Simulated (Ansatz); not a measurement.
AlClFH3O

```
atom    x (Å)    y (Å)    z (Å)
  Al   0.1637   0.0141   0.1422
   H   0.0311   0.7667   1.5375
  Cl   1.8133   0.4098  -1.1357
   F  -1.2723  -0.4591  -0.6479
   O   0.3651  -1.9014   0.7265
   H  -0.4572  -2.2628   0.3220
   H   0.2872  -2.0459   1.6910
```

These are results of Ansatz, RKS PBE/def2-SVP, not measurements.

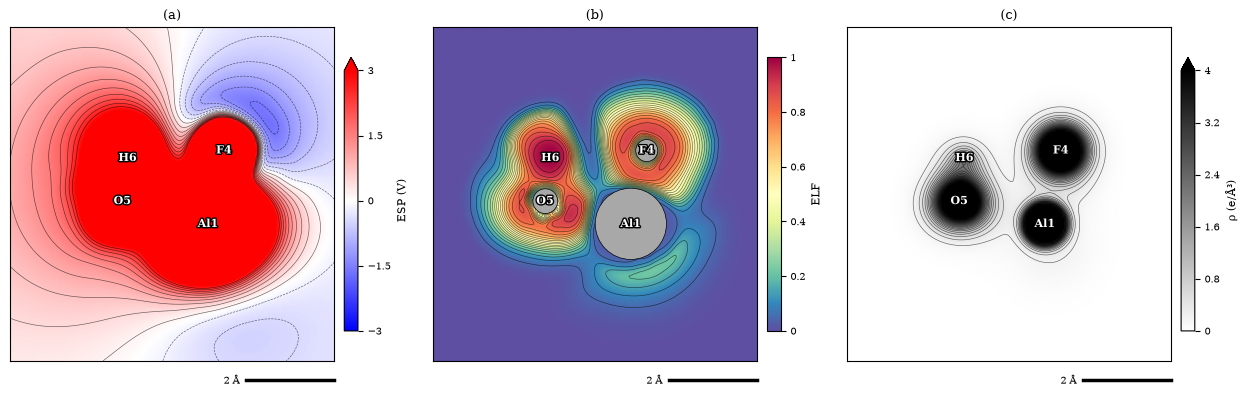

Figure 1. (a) molecular electrostatic potential; (b) ELF; (c) electron density on the plane of atoms Al1, O5 and H6. Grey discs cover the atomic cores in the ELF map.

Read the bonding off the picture.

Answer.
- The plane passes through Al, F, O and H nuclei.
- Al–F (1.71 Å): ρ is about 0.73 e/Å³ halfway; the ELF peaks at about 0.85 in the valence shell of F, 0.6 Å from its nucleus, and is about 0.30 at the midpoint.
- Al–O (2.01 Å): the density is about 0.41 e/Å³ at the midpoint; the ELF peaks at about 0.90 in the valence shell of O, 0.7 Å from its nucleus, and is about 0.45 at the midpoint.
- O–H (0.99 Å): the density is about 3.6 e/Å³ at the midpoint; the ELF climbs to about 1 towards the hydrogen, as it does in any bond to H: an ordinary covalent bond to hydrogen.
- The ELF also peaks beside F4, away from the bonds: lone-pair regions.
- Outside the dense part of the molecule the potential is most negative (−1.7 V) near F4.

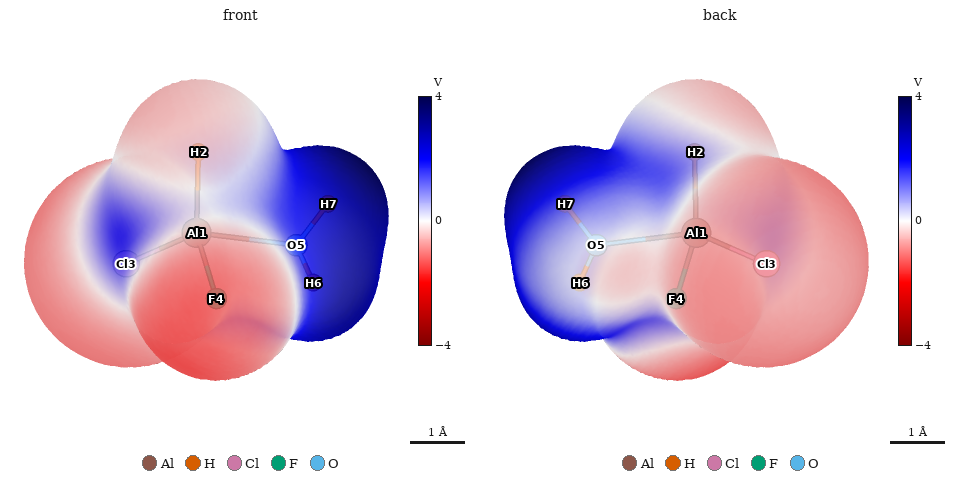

Figure 2. The molecular electrostatic potential painted on the density surface at 0.002 e/bohr³, seen from the front and from behind; red is negative and blue positive.

Where is the surface potential most negative and most positive?

Answer. The most negative region (about −1.4 V, or −32 kcal/mol for a unit charge) lies over F4, the most positive (about +3.8 V, or +88 kcal/mol for a unit charge) over H7.

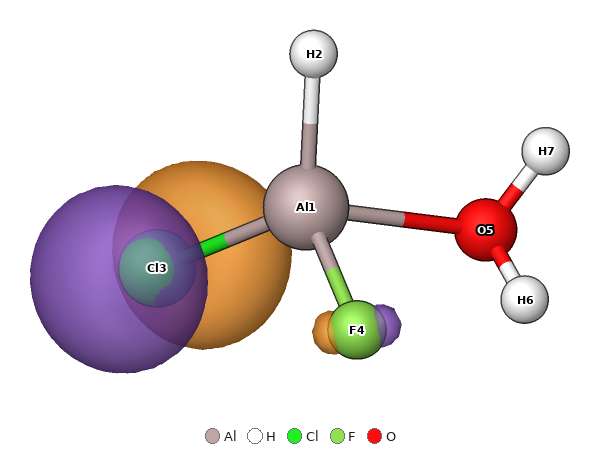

Figure 3. The HOMO−1 at ±0.2 Å⁻³ᐟ² (orange and purple are the two phases), seen across its widest extent.

What is the character of this orbital?

Answer. It lies mainly on Cl3 (about 90 %); largely a lone pair of Cl3. Its energy is −7.16 eV.
